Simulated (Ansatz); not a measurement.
# singlet [SiCl3]+: levels of theory compared

Aim: a comparison of 6 runs (HF/STO-3G, HF/aug-cc-pVDZ, PBE0/aug-cc-pVDZ, r2SCAN/aug-cc-pVDZ, wB97X/aug-cc-pVDZ, MP2/aug-cc-pVDZ) of singlet [SiCl3]+. 

The calculation is run with Ansatz 0.2.0.

25 further runs of the same task are left out: 2 that didn't finish, 23 set aside as unsound or not needed.

## Step 1: The molecule

[SiCl3]+ has 4 atoms, charge +1, and is taken as a singlet. As SMILES of the parent species, `Cl[Si](Cl)Cl`. The shape is that of a PBE0-D4/def2-TZVP optimisation. That shape belongs to the parent species and isn't relaxed for this state.

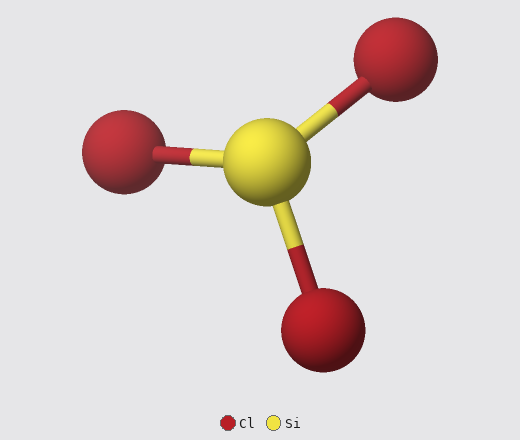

The structure, seen from a chosen angle (chlorine red, silicon yellow).

## Step 2: A single-point energy at HF/STO-3G (run 1)

in.yaml reads:

```yaml
crystal:
  periodic: [false, false, false]
  atoms:
    - {symbol: Cl, position_ang: [-1.524800, -0.591600, 1.030100]}
    - {symbol: Si, position_ang: [0.116100, 0.389400, 0.310600]}
    - {symbol: Cl, position_ang: [1.694700, -0.903800, 0.219000]}
    - {symbol: Cl, position_ang: [-0.286000, 1.105900, -1.559700]}
basis:
  gaussian:
    orbitals: STO-3G
total_charge: 1
hamiltonian:
  xc: hf
accuracy: high
output: {orbitals: {seedname: orbitals}}
```

Run with:

```console
ansatz run in.yaml --threads 1 --pin off --max-ram 3480MiB --events-out events.jsonl --progress --plain --runs-dir runs
```

What it wrote:

```text
Warning: RAYON_NUM_THREADS=1 ignored (pool sized by the plan → 1); use --threads N
Functional definition: HF
  name "HF"
  exchange = exact_x
  correlation = 0
683 factors; integrals over basis functions are off by at most 1.5e-8 eV
mean field evaluation 1: about -44869.7262 eV, gradient 3.4e1 eV
mean field evaluation 2: about -44869.7597 eV, gradient 3.4e1 eV
mean field evaluation 4: about -44875.9099 eV, gradient 1.2e0 eV
mean field evaluation 8: about -44875.9212 eV, gradient 2.9e-2 eV
mean field -44875.92124264 eV, -1649.1596876753 hartree, gradient 8.2e-8 eV, S^2 0.000000; 0 other end points of the search recorded, 0 dependent functions left out
reference -44875.92124264 eV, -1649.1596876753 hartree; 32, 32 occupied and 4, 4 virtual orbitals, 683 factors
Total energy: -44875.92124264 eV, -1649.1596876753 hartree
```

It took 0.32 s on 1 thread of Arm Neoverse V2, shared host.

## Step 3: A single-point energy at HF/aug-cc-pVDZ (run 2)

job.yaml reads:

```yaml
crystal:
  periodic: [false, false, false]
  atoms:
    - {symbol: Cl, position_ang: [-1.524800, -0.591600, 1.030100]}
    - {symbol: Si, position_ang: [0.116100, 0.389400, 0.310600]}
    - {symbol: Cl, position_ang: [1.694700, -0.903800, 0.219000]}
    - {symbol: Cl, position_ang: [-0.286000, 1.105900, -1.559700]}
basis:
  gaussian:
    orbitals: aug-cc-pVDZ
total_charge: 1
hamiltonian:
  xc: hf
accuracy: high
output: {orbitals: {seedname: orbitals}}
```

Run with:

```console
ansatz run job.yaml --threads 1 --pin off --max-ram 3480MiB --events-out events.jsonl --progress --plain --runs-dir runs
```

What it wrote:

```text
Warning: RAYON_NUM_THREADS=1 ignored (pool sized by the plan → 1); use --threads N
[... 4 set-up lines as earlier in the session ...]
2178 factors; integrals over basis functions are off by at most 3.2e-9 eV
mean field evaluation 1: about -45364.7972 eV, gradient 2.6e1 eV
mean field evaluation 2: about -45365.2277 eV, gradient 2.7e1 eV
mean field evaluation 4: about -45367.5727 eV, gradient 1.9e0 eV
mean field evaluation 8: about -45367.6148 eV, gradient 1.3e-1 eV
mean field evaluation 16: about -45367.6149 eV, gradient 2.0e-7 eV
mean field -45367.61490200 eV, -1667.2290963745 hartree, gradient 1.6e-8 eV, S^2 0.000000; 0 other end points of the search recorded, 0 dependent functions left out
reference -45367.61490200 eV, -1667.2290963745 hartree; 32, 32 occupied and 76, 76 virtual orbitals, 2178 factors
Total energy: -45367.61490200 eV, -1667.2290963745 hartree
```

It took 5.1 s on 1 thread of Arm Neoverse V2, shared host; peak memory 0.36 GiB.

Run 3 isn't shown in full; the table further down has it.

## Step 4: The energy at r2SCAN/aug-cc-pVDZ (run 4)

molecule.yaml reads:

```yaml
crystal:
  periodic: [false, false, false]
  atoms:
    - symbol: Cl
      position_ang: [-1.524800, -0.591600, 1.030100]
    - symbol: Si
      position_ang: [0.116100, 0.389400, 0.310600]
    - symbol: Cl
      position_ang: [1.694700, -0.903800, 0.219000]
    - symbol: Cl
      position_ang: [-0.286000, 1.105900, -1.559700]
basis:
  gaussian: {orbitals: aug-cc-pVDZ}
total_charge: 1
hamiltonian: {xc: {name: r2SCAN}}
accuracy: high
output: {orbitals: {seedname: orbitals}}
```

Run with:

```console
ansatz run molecule.yaml --threads 1 --pin off --max-ram 3480MiB --events-out events.jsonl --progress --plain --runs-dir runs
```

What it wrote:

```text
Warning: RAYON_NUM_THREADS=1 ignored (pool sized by the plan → 1); use --threads N
Functional definition: r2SCAN
  name "r2SCAN"
  parameter k0 = 0.174
  parameter k1 = 0.065
  parameter a1 = 4.9479
  exchange = r2scan_x(k0 = k0, k1 = k1, a1 = a1)
  correlation = r2scan_c
2178 factors; integrals over basis functions are off by at most 3.2e-9 eV
mean field evaluation 1: about -45433.7547 eV, gradient 3.1e1 eV
mean field evaluation 2: about -45430.5942 eV, gradient 4.5e1 eV
mean field evaluation 4: about -45436.5878 eV, gradient 1.6e0 eV
mean field evaluation 8: about -45436.5889 eV, gradient 3.6e-2 eV
mean field evaluation 16: about -45436.5889 eV, gradient 1.2e-6 eV
mean field -45436.58886034 eV, -1669.7638425912 hartree, gradient 3.7e-8 eV, S^2 0.000000; 0 other end points of the search recorded, 0 dependent functions left out
reference -45436.58886259 eV, -1669.7638426741 hartree; 32, 32 occupied and 76, 76 virtual orbitals, 2178 factors
Total energy: -45436.58886259 eV, -1669.7638426741 hartree
```

Wall time 25 s (1 thread of Arm Neoverse V2, shared host); peak memory 0.36 GiB.

Run 5 isn't shown in full; the table further down has it.

## Step 5: A single-point energy at MP2/aug-cc-pVDZ (run 6)

run.yaml reads:

```yaml
crystal:
  periodic: [false, false, false]
  atoms:
    - {symbol: Cl, position_ang: [-1.524800, -0.591600, 1.030100]}
    - {symbol: Si, position_ang: [0.116100, 0.389400, 0.310600]}
    - {symbol: Cl, position_ang: [1.694700, -0.903800, 0.219000]}
    - {symbol: Cl, position_ang: [-0.286000, 1.105900, -1.559700]}
basis:
  gaussian:
    orbitals: aug-cc-pVDZ
correlation:
  method: mp2
  frozen_orbitals: {Cl: 5, Si: 5}
accuracy: high
total_charge: 1
```

Run with:

```console
ansatz run run.yaml --threads 1 --pin off --max-ram 3480MiB --events-out events.jsonl --progress --plain --runs-dir runs
```

What it wrote:

```text
Warning: RAYON_NUM_THREADS=1 ignored (pool sized by the plan → 1); use --threads N
[... 4 set-up lines as earlier in the session ...]
2178 factors; integrals over basis functions are off by at most 3.2e-9 eV
mean field evaluation 1: about -45364.7972 eV, gradient 2.6e1 eV
mean field evaluation 2: about -45365.2277 eV, gradient 2.7e1 eV
mean field evaluation 4: about -45367.5727 eV, gradient 1.9e0 eV
mean field evaluation 8: about -45367.6148 eV, gradient 1.3e-1 eV
mean field evaluation 16: about -45367.6149 eV, gradient 2.0e-7 eV
mean field -45367.61490200 eV, -1667.2290963745 hartree, gradient 1.6e-8 eV, S^2 0.000000; 0 other end points of the search recorded, 0 dependent functions left out
20 core orbitals not correlated: weight in the atoms' cores, before any rotation towards them, 1.000 or more for the frozen orbitals, at most 0.000 for the correlated occupied ones
reference -45367.61490200 eV, -1667.2290963745 hartree; 12, 12 occupied and 76, 76 virtual orbitals, 2178 factors
second order -14.06207987 eV of doubles, -0.00000000 eV of singles
Total energy: -45381.67698186 eV, -1667.7458682780 hartree
```

Run time: 6.3 s. Hardware: 1 thread of Arm Neoverse V2, shared host; peak memory 0.36 GiB.

## Step 6: All runs side by side

```csv
run,level,frozen core orbitals,energy (Eh),HOMO energy (eV),LUMO energy (eV),HOMO–LUMO gap (eV),wall time
1,HF/STO-3G,–,-1649.159688,-18.22,-7.44,10.78,0.32 s
2,HF/aug-cc-pVDZ,–,-1667.229096,-18.45,-8.07,10.38,5.1 s
3,PBE0/aug-cc-pVDZ,–,-1669.304312,-15.16,-11.18,3.97,14 s
4,r2SCAN/aug-cc-pVDZ,–,-1669.763843,-14.09,-11.82,2.27,25 s
5,wB97X/aug-cc-pVDZ,–,-1669.855384,-17.57,-9.17,8.40,42 s
6,MP2/aug-cc-pVDZ,20,-1667.745868,–,–,–,6.3 s
```

## Step 7: Summary of results

```
                                           quantity           value
                                run 6: total energy  -1667.74587 Eh
run 6: correlation energy (20 core orbitals frozen)      -516.8 mEh
```

**Reading.** Over runs 1, 2, 3, 4, 5 the HOMO–LUMO gap runs from 2.27 eV (r2SCAN/aug-cc-pVDZ) to 10.78 eV (HF/STO-3G). The two ends differ in method and basis. Totals of different functionals can't be ranked against each other. In run 1 the basis is minimal, so the values are rough. All runs together took 93 s, the longest 42 s.
